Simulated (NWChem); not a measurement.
# the pair C2H2S···PH3, step by step

We compute a single-point energy (singlet C2H5PS, PBE0-D3(0)/6-31G*), then the energy (singlet C2H2S, PBE0-D3(0)/6-31G*), then a single-point energy (singlet PH3, PBE0-D3(0)/6-31G*), then a single-point energy (singlet C2H2S, PBE0-D3(0)/6-31G*), then a single-point energy (singlet PH3, PBE0-D3(0)/6-31G*) of C2H5PS and its partners. 

The calculation is run with NWChem 7.3.0.

**1. Starting point**

C2H5PS: 9 atoms, total charge 0, spin state singlet. The two molecules were placed rigidly side by side, at 1 times their contact distance; the pair isn't optimised.

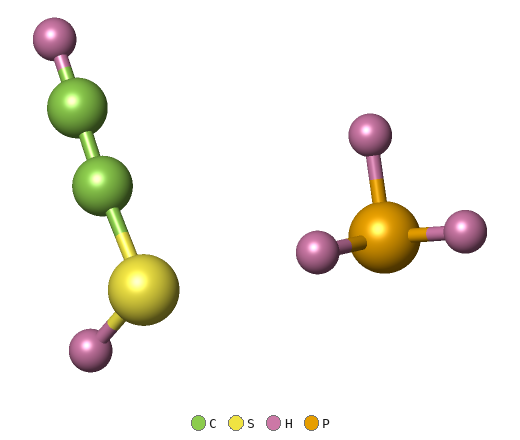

Viewed from a chosen angle; carbon green, sulfur yellow, hydrogen pink, phosphorus amber.

**2. A single-point energy at PBE0-D3(0)/6-31G(d) (spherical functions) (run 1)**

File c2h5ps.nw:

```
start c2h5ps
title "C2H5PS PBE0"
memory stack 880 mb heap 220 mb global 1100 mb

geometry units angstrom noautosym nocenter noautoz
  C     -1.206780    -0.327280     0.010180
  C     -0.009280    -0.208980     0.034380
  S      1.668920    -0.182880     0.091680
  H     -2.266780    -0.418680    -0.013520
  H      1.813920     1.137820    -0.122720
  P      0.886840    -0.043640     4.441100
  H     -0.363750    -0.704890     4.320520
  H      1.550950    -1.216560     4.887140
  H      1.227150    -0.274560     3.082230
end

basis spherical bse
  C library 6-31G*
  S library 6-31G*
  H library 6-31G*
  P library 6-31G*
end

dft
  xc pbe0
  disp vdw 3
  grid fine
  convergence energy 1e-08
  maxiter 100
  mulliken
  print low
end

task dft energy
```

The run is started by

```
$ nwchem c2h5ps.nw > c2h5ps.out
```

What it wrote:

```text
[...]
 d= 0,ls=0.0,diis     1   -818.1875742440 -9.78D+02  1.04D-02  3.61D-01     1.7
[...]
 d= 0,ls=0.0,diis    10   -818.2383593049 -9.85D-10  3.22D-07  1.10D-09    13.0
         Total DFT energy =     -818.238359304890
      One electron energy =    -1445.281384894211
           Coulomb energy =      528.213880716184
    Exchange-Corr. energy =      -61.196347271060
 Nuclear repulsion energy =      160.027616132747
    Dispersion correction =       -0.002123988550
[...]
      Total Density - Mulliken Population Analysis
     ---------------------------------------------
    Atom       Charge   Shell Charges
 -----------   ------   -------------------------------------------------------
    1 C    6     6.24   2.00  0.68  1.99  0.58  0.97  0.02
    2 C    6     6.15   2.00  0.67  2.00  0.56  0.89  0.03
    3 S   16    15.97   2.00  2.00  5.97  1.36  3.07  0.48  1.02  0.09
    4 H    1     0.77   0.51  0.26
    5 H    1     0.86   0.50  0.36
    6 P   15    15.15   2.00  2.00  5.97  1.23  2.42  0.55  0.89  0.10
    7 H    1     0.96   0.50  0.46
    8 H    1     0.96   0.50  0.46
    9 H    1     0.94   0.49  0.45
[...]
```

It took 14 s on 1 thread of Intel Xeon Platinum 8375C at 2.90GHz (Ice Lake), shared host; peak memory 0.12 GiB.

**3. C2H2S: the energy at PBE0-D3(0)/6-31G(d) (spherical functions) (run 2)**

File c2h2s.nw:

```
start c2h2s
memory 2200 mb
charge 0
geometry units atomic noautosym nocenter noautoz
 C   -2.28048369  -0.61846957   0.01923741
 C   -0.01753666  -0.39491497   0.06496878
 S    3.15380172  -0.34559311   0.17325009
 H   -4.28359338  -0.79119053  -0.02554910
 H    3.42781201   2.15016818  -0.23190719
end
basis spherical bse
 * library 6-31G*
end
dft
 xc pbe0
 disp vdw 3
 grid fine
 convergence energy 1e-08
 iterations 100
 mulliken
 print low
end
task dft
```

The run is started by

```
$ nwchem c2h2s.nw > c2h2s.out
```

What it wrote:

```text
[...]
 d= 0,ls=0.0,diis     1   -475.2162857615 -5.54D+02  1.44D-02  2.94D-01     0.8
[...]
 d= 0,ls=0.0,diis     8   -475.2564360261 -8.91D-09  5.52D-06  7.21D-08     4.3
         Total DFT energy =     -475.256436026068
      One electron energy =     -809.741344347736
           Coulomb energy =      292.485800680447
    Exchange-Corr. energy =      -36.999658783536
 Nuclear repulsion energy =       78.999381696059
    Dispersion correction =       -0.000615271302
[...]
      Total Density - Mulliken Population Analysis
     ---------------------------------------------
    Atom       Charge   Shell Charges
 -----------   ------   -------------------------------------------------------
    1 C    6     6.24   2.00  0.68  1.99  0.58  0.97  0.02
    2 C    6     6.15   2.00  0.67  2.00  0.57  0.89  0.03
    3 S   16    15.97   2.00  2.00  5.97  1.36  3.07  0.47  1.02  0.08
    4 H    1     0.77   0.51  0.26
    5 H    1     0.87   0.50  0.37
[...]
```

It took 4.8 s on 1 thread of Intel Xeon Platinum 8375C at 2.90GHz (Ice Lake), shared host; peak memory 0.12 GiB.

**4. PH3: a single-point energy at PBE0-D3(0)/6-31G(d) (spherical functions) (run 3)**

File h3p.nw:

```
start h3p
memory 2200 mb

geometry units angstrom noautosym nocenter noautoz
   P      0.886840    -0.043640     4.441100
   H     -0.363750    -0.704890     4.320520
   H      1.550950    -1.216560     4.887140
   H      1.227150    -0.274560     3.082230
end

basis spherical bse
   P library 6-31G*
   H library 6-31G*
end

dft
   xc pbe0
   disp vdw 3
   grid fine
   convergence energy 1e-08
   maxiter 100
   mulliken
   print low
end

task dft energy
```

The run is started by

```
$ nwchem h3p.nw > h3p.out
```

What it wrote:

```text
[...]
 d= 0,ls=0.0,diis     1   -342.9685583692 -3.61D+02  1.15D-02  6.84D-02     0.5
[...]
 d= 0,ls=0.0,diis     7   -342.9796521663 -1.92D-10  1.00D-07  1.27D-12     1.6
         Total DFT energy =     -342.979652166276
      One electron energy =     -508.555447347959
           Coulomb energy =      172.228558634672
    Exchange-Corr. energy =      -24.195272548158
 Nuclear repulsion energy =       17.542639700775
    Dispersion correction =       -0.000130605606
[...]
      Total Density - Mulliken Population Analysis
     ---------------------------------------------
    Atom       Charge   Shell Charges
 -----------   ------   -------------------------------------------------------
    1 P   15    15.14   2.00  2.00  5.97  1.23  2.41  0.55  0.88  0.10
    2 H    1     0.95   0.50  0.46
    3 H    1     0.95   0.50  0.46
    4 H    1     0.95   0.50  0.46
[...]
```

Run time: 2.1 s. Hardware: 1 thread of Intel Xeon Platinum 8375C at 2.90GHz (Ice Lake), shared host; peak memory 0.12 GiB.

**5. C2H2S among ghost functions: the energy at PBE0-D3(0)/6-31G(d) (spherical functions, with ghost functions) (run 4)**

File geom.nw:

```
start geom
memory total 2200 mb

geometry noautosym nocenter noautoz
  C       -1.206780      -0.327280       0.010180
  C       -0.009280      -0.208980       0.034380
  S        1.668920      -0.182880       0.091680
  H       -2.266780      -0.418680      -0.013520
  H        1.813920       1.137820      -0.122720
  bqP      0.886840    -0.043640     4.441100
  bqH     -0.363750    -0.704890     4.320520
  bqH      1.550950    -1.216560     4.887140
  bqH      1.227150    -0.274560     3.082230
end

basis spherical bse
  C library 6-31G*
  S library 6-31G*
  H library 6-31G*
  bqP library P 6-31G*
  bqH library H 6-31G*
end

dft
  xc pbe0
  disp vdw 3
  grid fine
  convergence energy 1e-08
  iterations 100
  mulliken
  print low
end

task dft
```

The run is started by

```
$ nwchem geom.nw > geom.out
```

What it wrote:

```text
[...]
 d= 0,ls=0.0,diis     1   -475.2165281389 -5.54D+02  9.70D-03  2.94D-01     1.6
[...]
 d= 0,ls=0.0,diis     8   -475.2566922880 -8.95D-09  3.74D-06  7.27D-08    10.7
         Total DFT energy =     -475.256692288038
      One electron energy =     -809.732928139652
           Coulomb energy =      292.476177782069
    Exchange-Corr. energy =      -36.998713957325
 Nuclear repulsion energy =       78.999387298033
    Dispersion correction =       -0.000615271164
[...]
      Total Density - Mulliken Population Analysis
     ---------------------------------------------
    Atom       Charge   Shell Charges
 -----------   ------   -------------------------------------------------------
    1 C    6     6.24   2.00  0.68  1.99  0.58  0.97  0.02
    2 C    6     6.15   2.00  0.67  2.00  0.56  0.88  0.03
    3 S   16    15.97   2.00  2.00  5.97  1.36  3.07  0.48  1.02  0.08
    4 H    1     0.77   0.51  0.26
    5 H    1     0.86   0.50  0.37
    6 X    0     0.00  -0.00 -0.00 -0.00 -0.00 -0.00  0.00  0.00  0.00
    7 X    0    -0.00  -0.00 -0.00
    8 X    0    -0.00  -0.00 -0.00
    9 X    0    -0.00   0.00 -0.00
[...]
```

Wall time 11 s (1 thread of Intel Xeon Platinum 8375C at 2.90GHz (Ice Lake), shared host); peak memory 0.12 GiB.

**6. PH3 among ghost functions: a single-point energy at PBE0-D3(0)/6-31G(d) (spherical functions, with ghost functions) (run 5)**

File h3p.nw:

```
start h3p
title "H3P energy"
memory total 2200 mb
geometry units angstrom noautosym nocenter noautoz
   P        0.886840      -0.043640       4.441100
   H       -0.363750      -0.704890       4.320520
   H        1.550950      -1.216560       4.887140
   H        1.227150      -0.274560       3.082230
   bqC     -1.206780    -0.327280     0.010180
   bqC     -0.009280    -0.208980     0.034380
   bqS      1.668920    -0.182880     0.091680
   bqH     -2.266780    -0.418680    -0.013520
   bqH      1.813920     1.137820    -0.122720
end
basis spherical bse
   P library 6-31G*
   H library 6-31G*
   bqC library C 6-31G*
   bqS library S 6-31G*
   bqH library H 6-31G*
end
dft
   xc pbe0
   disp vdw 3
   grid fine
   convergence energy 1e-08
   iterations 100
   mulliken
   print low
end
task dft
```

The run is started by

```
$ nwchem h3p.nw > h3p.out
```

What it wrote:

```text
[...]
 d= 0,ls=0.0,diis     1   -342.9686603160 -3.61D+02  3.76D-03  6.87D-02     1.5
[...]
 d= 0,ls=0.0,diis     7   -342.9797602441 -1.97D-10  5.03D-08  4.24D-12     8.5
         Total DFT energy =     -342.979760244080
      One electron energy =     -508.551780551227
           Coulomb energy =      172.224361166312
    Exchange-Corr. energy =      -24.194849954333
 Nuclear repulsion energy =       17.542639700775
    Dispersion correction =       -0.000130605606
[...]
      Total Density - Mulliken Population Analysis
     ---------------------------------------------
    Atom       Charge   Shell Charges
 -----------   ------   -------------------------------------------------------
    1 P   15    15.14   2.00  2.00  5.97  1.23  2.41  0.55  0.88  0.10
    2 H    1     0.95   0.50  0.46
    3 H    1     0.95   0.50  0.46
    4 H    1     0.96   0.50  0.46
    5 X    0     0.00  -0.00 -0.00 -0.00  0.00  0.00  0.00
    6 X    0     0.00  -0.00 -0.00 -0.00  0.00  0.00  0.00
    7 X    0    -0.00   0.00  0.00 -0.00  0.00  0.00 -0.00  0.00  0.00
    8 X    0    -0.00  -0.00 -0.00
    9 X    0     0.00  -0.00  0.00
[...]
```

Wall time 9.3 s (1 thread of Intel Xeon Platinum 8375C at 2.90GHz (Ice Lake), shared host); peak memory 0.12 GiB.

**7. Outcome**

| quantity | value |
| --- | --- |
| run 1, PBE0-D3(0)/6-31G*: total energy | -818.23836 Eh |
| run 1, PBE0-D3(0)/6-31G*: dispersion energy | -5.58 kJ/mol |
| C2H2S: total energy | -475.25644 Eh |
| C2H2S: dispersion energy | -1.62 kJ/mol |
| PH3: total energy | -342.97965 Eh |
| PH3: dispersion energy | -0.34 kJ/mol |
| C2H2S among ghost functions: total energy | -475.25669 Eh |
| C2H2S among ghost functions: dispersion energy | -1.62 kJ/mol |
| PH3 among ghost functions: total energy | -342.97976 Eh |
| PH3 among ghost functions: dispersion energy | -0.34 kJ/mol |
| interaction energy of the rigid parts C2H2S and PH3 (parts in their own basis; closest atoms 3.02 Å apart) | -0.062 eV |
| interaction energy of the rigid parts C2H2S and PH3 (parts in the whole basis, counterpoise; closest atoms 3.02 Å apart) | -0.052 eV |

**Reading.** The interaction energy of the rigid parts C2H2S and PH3 (parts in their own basis; closest atoms 3.02 Å apart) is −0.06 eV (−1.4 kcal/mol): the parts attract. Without counterpoise this holds the superposition error of the basis. The interaction energy of the rigid parts C2H2S and PH3 (parts in the whole basis, counterpoise; closest atoms 3.02 Å apart) is −0.05 eV (−5.0 kJ/mol): the parts attract. The basis-set superposition error is 1.0 kJ/mol. Mulliken charges (run 1, PBE0-D3(0)/6-31G*) run from -0.24 on C1 to +0.23 on H4. Mulliken charges (C2H2S) run from -0.24 on C1 to +0.23 on H4.
